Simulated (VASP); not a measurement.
Band structure of ZnSe (relaxed from the zinc blende structure, space group F-43m). Computed with PBEsol GGA, VASP's PBE PAW potentials (set 64) (plane waves; VASP).

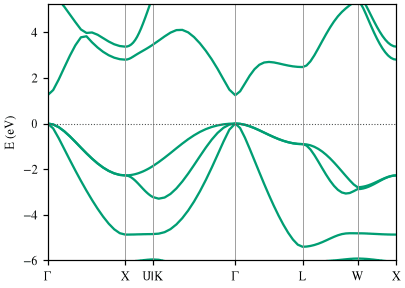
Bands along high-symmetry lines, zero at the valence-band maximum or, without a gap, the Fermi level

Task: Read the plot: is there a gap, and where are the band edges?

Result: The gap is direct, 1.24 eV, from the valence maximum at Γ to the conduction minimum at Γ. (Edges off the drawn lines would not show.)

The structure was generated: ZnSe was put into the zinc blende type (F-43m), which need not be its known phase. It was relaxed first.
